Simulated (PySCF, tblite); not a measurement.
**C₆H₁₁F₂NSi: geometry, infrared bands and NMR shifts**

Aim: predict the infrared bands and NMR shifts of C₆H₁₁F₂NSi (`[H]/N=C1\[C@H]([SiH2]C)C[C@]1(F)CF`).

Programs: tblite 0.8.0 and PySCF 2.14.0, with density-fitted response routines of our own. Each step states its level of theory. These are calculated values for one molecule in the gas phase, unless marked as measured. Atoms count from 0, in the outputs and in this text.

### Step 1. The starting structure

21 atoms, charge 0, multiplicity 1; geometry from: force field or distance geometry start.

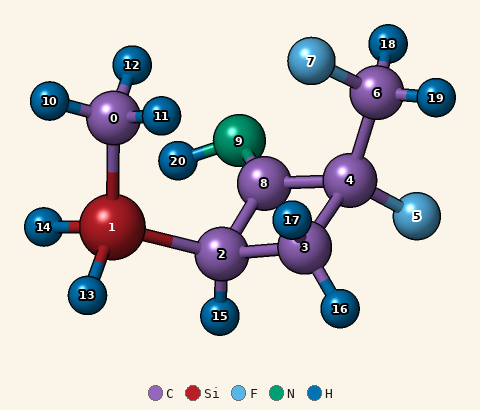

As it starts; carbon purple, silicon red, fluorine blue, nitrogen teal, hydrogen blue, atoms numbered; sticks join atoms by distance.

### Step 2. Relaxing the molecule with GFN2-xTB

Job settings and geometry (Å):

```
{"job": {"kind": "relax", "xc": "GFN2-xTB", "basis": "xTB"}, "charge": 0, "multiplicity": 1}
C      1.830900    -0.005000     1.539500
Si     1.949900    -0.821600    -0.110300
C      0.365000    -0.614100    -1.103100
C     -0.160300     0.861300    -1.284900
C     -1.549100     0.464200    -0.653200
F     -2.559300     0.352400    -1.564300
C     -2.007200     1.249700     0.542800
F     -0.951400     1.441500     1.398000
C     -0.928400    -0.897700    -0.386100
N     -1.387400    -1.931800     0.225900
H      2.726600    -0.160100     2.130600
H      1.677500     1.074800     1.439000
H      0.975900    -0.393700     2.129500
H      3.103300    -0.261700    -0.861600
H      2.213300    -2.266900     0.089400
H      0.410400    -1.151400    -2.045400
H     -0.219300     1.183300    -2.318200
H      0.378800     1.625100    -0.722600
H     -2.798100     0.725600     1.098500
H     -2.374300     2.235200     0.262900
H     -0.705700    -2.692100     0.193200
```

Started as:

```
> OMP_NUM_THREADS=1 python probes_run.py task.json out
```

One launch serves the whole session: the jobs run in the order shown.

**Question.** This job is followed by: GFN2-xTB harmonic vibrations, gas phase; GIAO PBE0/pcSseg-1 NMR shielding, non-relativistic, gas phase. What will the session give for the following? strongest single infrared mode (GFN2-xTB); zero-point energy (GFN2-xTB); 13C shifts against TMS (PBE0/pcSseg-1); 1H shifts against TMS (PBE0/pcSseg-1, means over atoms taken as alike); 29Si shifts against TMS (PBE0/pcSseg-1); 19F shifts against CFCl3 (PBE0/pcSseg-1); 15N shifts against NH3 (PBE0/pcSseg-1).

As calculated:

| quantity | value |
| --- | --- |
| strongest single infrared mode (GFN2-xTB) | 2219 cm⁻¹, 366 km/mol |
| zero-point energy (GFN2-xTB) | 98.3 kcal/mol |
| 13C shifts against TMS (PBE0/pcSseg-1) | 186.4, 103.4, 85.2, 35.3, 27.1, -10.2 ppm |
| 1H shifts against TMS (PBE0/pcSseg-1, means over atoms taken as alike) | 11.26, 5.22, 4.58, 4.26, 4.10, 3.04, 2.47, 2.40, 0.13 ppm |
| 29Si shifts against TMS (PBE0/pcSseg-1) | -45.0 ppm |
| 19F shifts against CFCl3 (PBE0/pcSseg-1) | -188.2, -261.2 ppm |
| 15N shifts against NH3 (PBE0/pcSseg-1) | 353.2 ppm |

In words: The optimisation took 45 steps and gained 0.229 eV; among the close pairs (by a distance rule), C0–Si1 changed most, from 1.845 to 1.890 Å. All 57 modes are real, so the xTB geometry is a minimum. The strongest single mode, at 2219 cm⁻¹, moves mainly H14. Unscaled tight-binding wavenumbers are off by several per cent, some by more. Its intensities can rank the bands wrongly. At PBE0/pcSseg-1: The largest span, 655 ppm, is at N9, where the paramagnetic term is -409 ppm.
